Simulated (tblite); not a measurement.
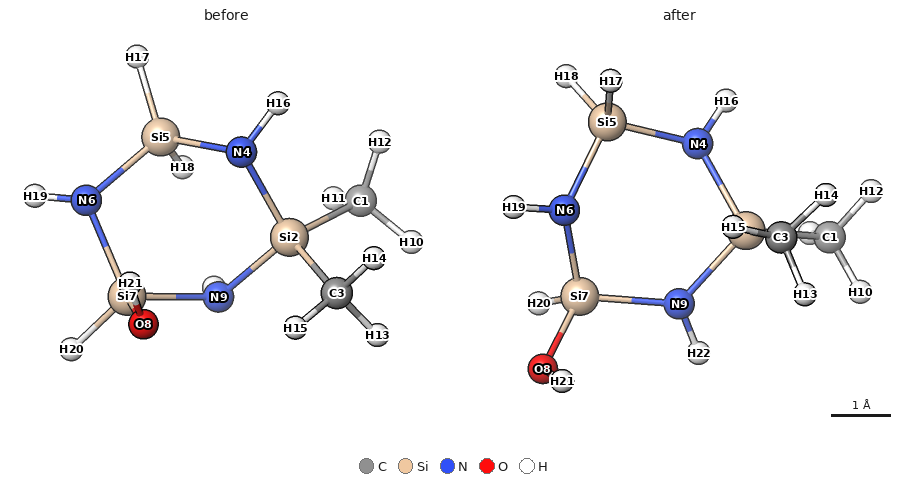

The structure of C₂H₁₃N₃OSi₃ before (left) and after (right) a relaxation, at one scale.

Style: ball-and-stick. Shown from a free direction.

Method: GFN2-xTB geometry optimisation, gas phase in tblite. 

What changed between the two?

The energy falls by 140.8 kJ/mol in 280 geometry steps. The largest move after the best rigid fit is that of H18, 2.19 Å. Largest moves by element: H 2.19 Å, O 1.71 Å, N 1.14 Å, C 1.00 Å, Si 0.68 Å. Some distances before and after: Si7–O8 1.712 → 1.630 Å, N4–Si5 1.799 → 1.721 Å, N6–Si7 1.798 → 1.727 Å, Si2–C3 1.843 → 1.909 Å. Among the angles between lasting bonds that change: Si5–N6–Si7 105.8° → 126.6°, Si2–N4–Si5 104.8° → 124.6°, Si2–N9–Si7 113.4° → 126.1°. Groups turn about Si7–O8 by about 60°, C1–Si2 by about 30°.
